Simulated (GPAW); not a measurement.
# An In chain with one Ag atom in line: transmission at several levels, part 2 of 2

How well does an In chain with one Ag atom in line conduct at low bias, and how far do basis and functional move the answer?

GPAW 26.7.0; GPAW LCAO, PAW setups; Landauer transmission from Green's functions with principal layers (ASE), zero bias.

So far, transmission at the Fermi level (one spin): step 2 (GPAW, dzp, PBE, GPAW) 1.58; step 3 (basis szp(dzp), PBE, GPAW) 1.52; step 4 (basis sz(dzp), PBE, GPAW) 1.62; step 5 (RPBE) 1.58.

### Step 8. Potential alignment off

Without the shift, lead and junction are matched by their Fermi levels alone.

This step: GPAW LCAO, PAW setups; Landauer transmission from Green's functions with principal layers (ASE), zero bias (GPAW 26.7.0).

Contents of run.py:

```python
import json
import numpy as np
from ase import Atoms
from ase.transport.calculators import TransportCalculator
from gpaw import GPAW, FermiDirac
from gpaw.lcao.tools import get_lcao_hamiltonian
from scipy.linalg import eigh

# The junction with lead layers at both ends, along the third cell vector
device = Atoms(
    ['In', 'In', 'In', 'In', 'In', 'Ag', 'In', 'In', 'In', 'In', 'In'],
    positions=[
        [4.50000, 4.50000, 1.47500],
        [4.50000, 4.50000, 4.42500],
        [4.50000, 4.50000, 7.37500],
        [4.50000, 4.50000, 10.32500],
        [4.50000, 4.50000, 13.27500],
        [4.50000, 4.50000, 16.06650],
        [4.50000, 4.50000, 18.85800],
        [4.50000, 4.50000, 21.80800],
        [4.50000, 4.50000, 24.75800],
        [4.50000, 4.50000, 27.70800],
        [4.50000, 4.50000, 30.65800]],
    cell=[[9.0, 0.0, 0.0], [0.0, 9.0, 0.0], [0.0, 0.0, 32.133]],
    pbc=True)

# One principal layer of the lead: the first 3 atoms of the device
lead = Atoms(
    ['In', 'In', 'In'],
    positions=[
        [4.50000, 4.50000, 1.47500],
        [4.50000, 4.50000, 4.42500],
        [4.50000, 4.50000, 7.37500]],
    cell=[[9.0, 0.0, 0.0], [0.0, 9.0, 0.0], [0.0, 0.0, 8.85]],
    pbc=True)

settings = dict(mode='lcao', basis='dzp', xc='PBE', h=0.2,
                occupations=FermiDirac(0.1), maxiter=250,
                mixer=dict(beta=0.1, nmaxold=8, weight=100.0),
                convergence=dict(density=0.0001))
energies = np.arange(-2, 2 + 1e-9, 0.05)
eta = 0.0001
n1, n2 = 1, 1
# k and -k transmit alike, so half of the mesh across the current serves
mesh = [(i, j) for i in range(n1) for j in range(n2) if (i, j) <= (-i % n1, -j % n2)]
weights = np.array([1 if (i, j) == (-i % n1, -j % n2) else 2 for i, j in mesh]) / (n1 * n2)

# [... helper functions left out ...]
fermi_lead = ground_state(lead, (1, 1, 13), 'lead.txt')
fermi_device = ground_state(device, (1, 1, 3), 'device.txt')
# [... loop over the mesh left out, but for ...]
        # Lead and device are aligned by their Fermi levels alone
        shift = 0.0
# [...]
kT = 8.617333e-5 * 300
bias = [0.1, 0.2, 0.5, 1.0, 1.5, 2.0]
# [... integrals and printing left out ...]
```

Command:

```
$ OMP_NUM_THREADS=1 OPENBLAS_NUM_THREADS=1 python run.py
```

The log of the run:

```text
basis functions: device 257, principal layer 69
Fermi level: lead -2.2014 eV, device -2.1850 eV; lead shifted by 0.0000 eV
largest coupling past the next layer 1.88e-06 eV, largest misfit of the first layer 0.043 eV
  E-E_F (eV)   T (one spin)  [channel counts left out]
    -2.000    1.0969e-02
    -1.950    2.2876e-08
    -1.900    3.9014e-09
    -1.850    2.0299e-09
    -1.800    1.5297e-09
    -1.750    1.4388e-09
    -1.700    1.6028e-09
    -1.650    2.0764e-09
    -1.600    3.1332e-09
    -1.550    5.6228e-09
    -1.500    1.2614e-08
    -1.450    3.9663e-08
    -1.400    2.4391e-07
    -1.350    5.5931e-05
    -1.300    3.8141e-06
    -1.250    5.2065e-01
[...]
1.650    1.7608e+00
     1.700    1.7639e+00
     1.750    1.7659e+00
     1.800    1.7672e+00
     1.850    1.7664e+00
     1.900    1.7684e+00
     1.950    1.7678e+00
     2.000    1.7670e+00
conductance at 300 K: 1.5218 G0 a cell; thermopower -8.886 uV/K
current from the zero-bias T(E) at 0.1 V: 11.716 uA
current from the zero-bias T(E) at 0.2 V: 23.01 uA
current from the zero-bias T(E) at 0.5 V: 52.915 uA
current from the zero-bias T(E) at 1.0 V: 97.856 uA
current from the zero-bias T(E) at 1.5 V: 143.9 uA
current from the zero-bias T(E) at 2.0 V: 192.37 uA
```

Run time: 45 s. Hardware: 1 thread of Arm Neoverse V2, shared host; peak memory 1.1 GiB.

This step gave:

| Quantity | Value |
| --- | --- |
| conductance | 1.522 G₀ |
| largest misfit of the first principal layer | 0.04349 eV |
| shift that aligns the lead | 0 eV |
| transmission at the Fermi level (one spin) | 1.555 |

One spin. The transmission, zone mean by energy, zero at the Fermi level:

```
energy (eV)  transmission, zone mean
    -2.0000                   0.0110
    -1.7500                   1.4e-9
    -1.5000                   1.3e-8
    -1.2500                    0.521
    -1.0000                    0.965
    -0.7500                    0.899
    -0.5000                    0.872
    -0.2500                    0.862
     0.0000                     1.55
     0.1000                     1.62
     0.2500                     1.53
     0.5000                     1.47
     0.7500                     1.53
     1.0000                     1.62
     1.2500                     1.70
     1.5000                     1.75
     1.7500                     1.77
     2.0000                     1.77
```

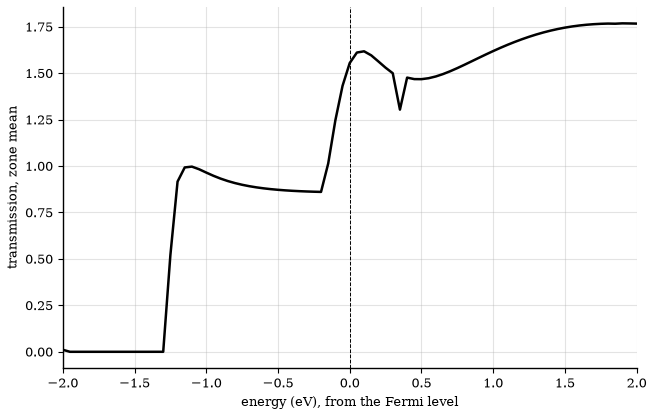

Transmission, zone mean, plotted against energy.

Not self-consistent under bias; the bias window is split evenly. The current through one cell, from the zero-bias transmission by bias:

```
bias (V)  current through one cell, from the zero-bias transmission (μA)
   0.100                                                            11.7
   0.200                                                            23.0
   0.500                                                            52.9
   1.000                                                            97.9
   1.500                                                             144
   2.000                                                             192
```

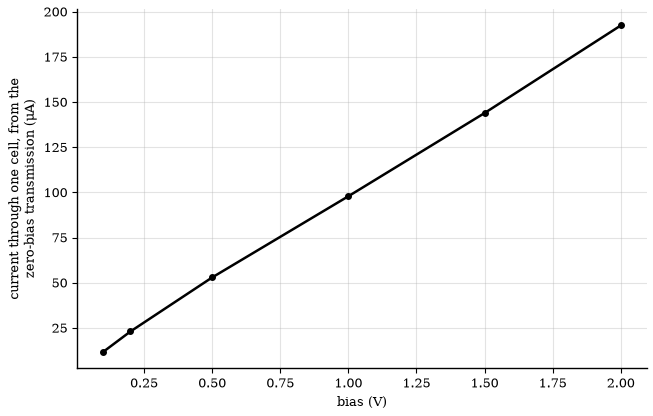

Current through one cell, from the zero-bias transmission against bias.

The transmission of the three most open eigenchannels by energy, zero at the Fermi level:

```
energy (eV)  channel 1  channel 2 = channel 3
    -2.0000     0.0110                      0
    -1.7500     1.4e-9                      0
    -1.5000     1.3e-8                      0
    -1.2500      0.521                      0
    -1.0000      0.965                      0
    -0.7500      0.899                      0
    -0.5000      0.872                      0
    -0.2500      0.862                1.4e-11
     0.0000      0.859                  0.348
     0.2500      0.858                  0.336
     0.5000      0.859                  0.304
     0.7500      0.862                  0.333
     1.0000      0.866                  0.377
     1.2500      0.871                  0.412
     1.5000      0.878                  0.434
     1.7500      0.886                  0.440
     2.0000      0.895                  0.436
```

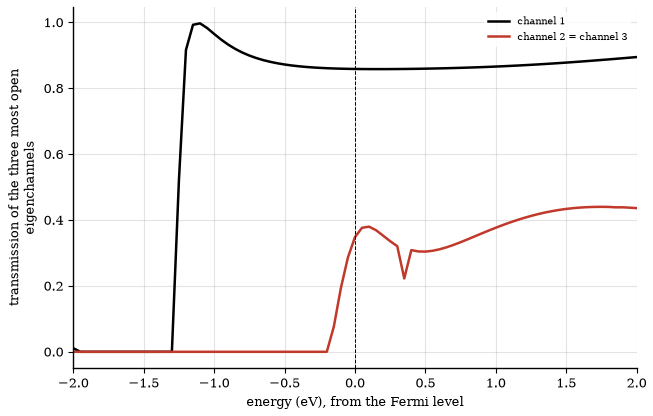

Transmission of the three most open eigenchannels, plotted against energy.

The conductance, 1.52 G₀, lies 1.0 % below that of the dzp run.

### Step 9. Grid spacing 0.25

The real-space grid carries density and potential; a coarse one breaks translation symmetry along the lead and scatters electrons that should pass.

run.py, as its differences from that of step 8:

```diff
@@ -36,3 +36,3 @@
 
-settings = dict(mode='lcao', basis='dzp', xc='PBE', h=0.2,
+settings = dict(mode='lcao', basis='dzp', xc='PBE', h=0.25,
                 occupations=FermiDirac(0.1), maxiter=250,
@@ -51,4 +51,4 @@
 # [... loop over the mesh left out, but for ...]
-        # Lead and device are aligned by their Fermi levels alone
-        shift = 0.0
+        # Shift the lead onto the potential of the device's first layer
+        shift = ((H[:, 0, 0] - H0[:, 0, 0]) / S0[0, 0]).real.mean()
 # [...]
```

The log of the run:

```text
basis functions: device 257, principal layer 69
Fermi level: lead -2.2012 eV, device -2.1851 eV; lead shifted by -0.0088 eV
largest coupling past the next layer 1.88e-06 eV, largest misfit of the first layer 0.054 eV
  E-E_F (eV)   T (one spin)  [channel counts left out]
    -2.000    7.7691e-03
    -1.950    1.2632e-08
    -1.900    3.2341e-09
    -1.850    1.8435e-09
    -1.800    1.4521e-09
    -1.750    1.4048e-09
    -1.700    1.5980e-09
    -1.650    2.1070e-09
    -1.600    3.2336e-09
    -1.550    5.9123e-09
    -1.500    1.3590e-08
    -1.450    4.4459e-08
    -1.400    3.0022e-07
    -1.350    7.0236e-04
    -1.300    4.6904e-06
    -1.250    6.2926e-01
[...]
1.650    1.7560e+00
     1.700    1.7586e+00
     1.750    1.7609e+00
     1.800    1.7632e+00
     1.850    1.7653e+00
     1.900    1.7673e+00
     1.950    1.7691e+00
     2.000    1.7706e+00
conductance at 300 K: 1.5432 G0 a cell; thermopower -7.603 uV/K
current from the zero-bias T(E) at 0.1 V: 11.861 uA
current from the zero-bias T(E) at 0.2 V: 23.195 uA
current from the zero-bias T(E) at 0.5 V: 52.891 uA
current from the zero-bias T(E) at 1.0 V: 98.642 uA
current from the zero-bias T(E) at 1.5 V: 144.73 uA
current from the zero-bias T(E) at 2.0 V: 193.15 uA
```

It took 31 s on 1 thread; peak memory 0.67 GiB.

The run finished with changed settings (h = 0.25); it serves as a test.

Side by side:

```
                                           quantity    this run   sound run  difference
                                   conductance (G₀)      1.5432      1.5376     0.00558
largest coupling past the next principal layer (eV)    1.883e-6    1.883e-6    -4.2e-11
   largest misfit of the first principal layer (eV)    0.053580    0.052852      7.3e-4
                    shift that aligns the lead (eV)  -0.0088459  -0.0093072      4.6e-4
         transmission at the Fermi level (one spin)      1.5842      1.5781     0.00604
```

### Step 10. Outcome

```
conductance                                        : 1.54 G₀
transmission at the Fermi level, mean of the spins : 1.58
```

**Reading.** In the dzp basis the junction conducts 1.54 G₀ at 300 K, with T = 1.58 a spin at the Fermi level; the sz basis reaches that conductance within 10 %. At the Fermi level the three most open eigenchannels pass 0.86, 0.36 and 0.36. Measured against the first run (dzp), the nearest curve is that of dzp-RPBE (r.m.s. 0.021) and the farthest that of szp (0.093). Over the compared runs wall time goes from 23 s (sz) to 46 s (dzp-RPBE), on a shared host. The geometry was built from estimated bond lengths and not relaxed, so the numbers describe this model structure. The run had no spin polarisation, so a magnetic state, which chains and small molecules with open shells often have, wasn't tested. Spin-orbit coupling is left out, which matters for the heavy atoms here. An evenly spaced straight chain is an idealisation: free chains tend to dimerise, zigzag or, where a band edge lies near the Fermi level, turn magnetic. The currents use the zero-bias T(E) throughout, which holds only while the bias is small against the distance to the nearest feature. The thermopower isn't quoted: it samples T(E) farther from the Fermi level than the conductance does, and the energy grid wasn't tested for it.

[Logs are printed without paths, hosts, clocks, repeated set-up lines and the standing remarks that a program may print on its own settings, such as how far it seeks lower states.]

[Hosts, paths, dates, database ids (printed as entryN), source tags and the programs' standing remarks are cut or masked in the printed files.]
